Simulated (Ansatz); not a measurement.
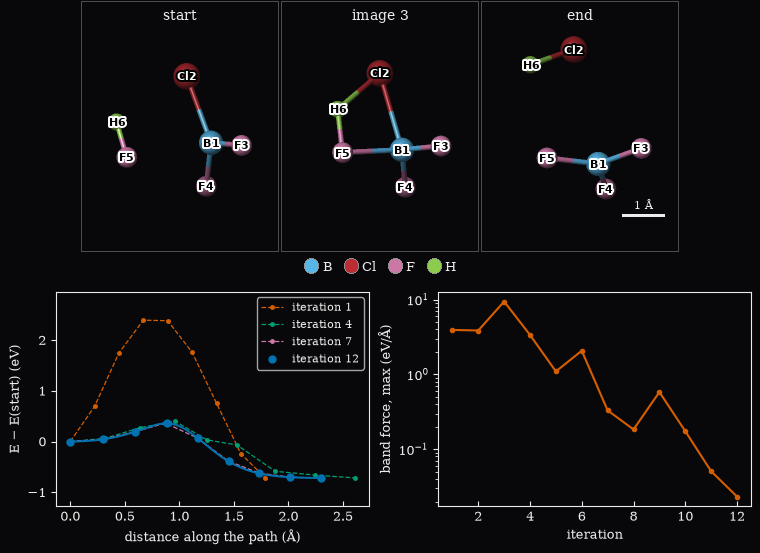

A search for the minimum-energy path of BHClF3, made up at the start of BClF2 and HF by the nudged elastic band. Images are numbered from 0 (start) to 8 (end). The plot follows the band through its iterations. The picture is a ball-and-stick view, seen at a tilt.

Level of theory: RKS BLYP-D4/def2-SVP (Ansatz). Run with 7 movable images; climbing image; force threshold 0.05 eV/Å; iteration limit 60; starting path by straight interpolation.

> How did the profile develop, and is the result final?

The run is converged, with reservations. The band converged in 12 iterations. The largest component of the band force went from 3.9 to 0.023 eV/Å. The climbing image converged on the top of the path. Its curvatures weren't checked. The straight starting path can push atoms close together and costs iterations. The first iteration put the highest image at 2.39 eV. The energy climbs by 0.36 eV to image 3 and then falls by 1.08 eV, so the end point sits at −0.72 eV.

Limits of the set-up: the start holds two separate molecules, 2.3 Å apart at their closest, whose relative position is a soft coordinate.
